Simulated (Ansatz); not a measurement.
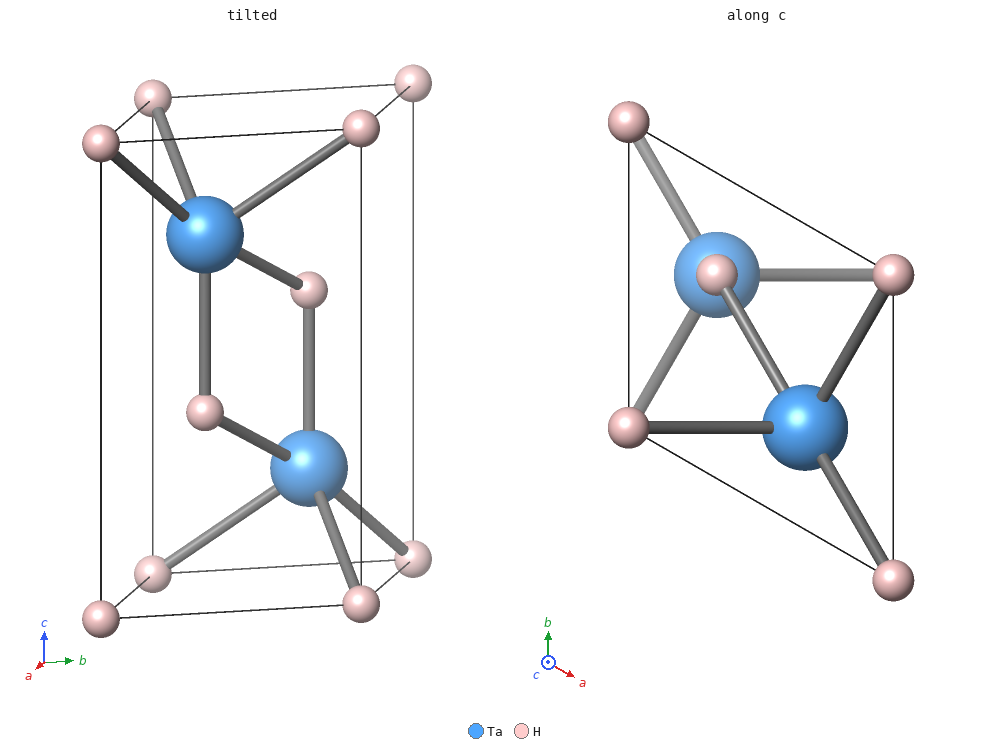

Shown here is a ball-and-stick view of the crystal, taken slightly off an axis and along the c axis. The conventional unit cell is outlined; an atom on or near a face, edge or corner is repeated at each equivalent position.

Ta2H3, space group P-3m1 (No. 164), a = 3.063 Å, b = 3.063 Å, c = 5.367 Å, α = 90.00°, β = 90.00°, γ = 120.00°. The structure comes from a structure type filled with these elements by a generator (whether the compound takes this form wasn't checked). Earlier steps of the study, as a rule a relaxation of our own, may have changed the cell and positions, so they can lie some per cent off the listed ones. It went into a calculation with Ansatz.

This one geometry was computed with Ansatz (DFT, plane waves, PAW) at three levels of theory: PBE, PBE with spin-orbit coupling and r2SCAN.

Which level gives the highest pressure at this volume, and what does that say about its equilibrium volume?

Answer. Highest: PBE (0.0 GPa) and PBE with spin-orbit coupling (-0.2 GPa), which points to the largest equilibrium volume. Lowest, with the smallest volume: r2SCAN (-3.3 GPa). Levels within 0.5 GPa of each other can't be told apart.

How does the band gap change with the level of theory?

Answer. All levels give a metal.

Collect the results in a table.

Answer.
| level | cutoff (eV) | k-mesh of the run's cell | gap (eV) | pressure (GPa) |
| --- | --- | --- | --- | --- |
| PBE | 420 | 12×12×8 | metal | 0.0 |
| PBE with spin-orbit coupling | 420 | 12×12×8 | metal | -0.2 |
| r2SCAN | 500 | 12×12×8 | metal | -3.3 |

Gaps are taken on the k-mesh or band path of each run.
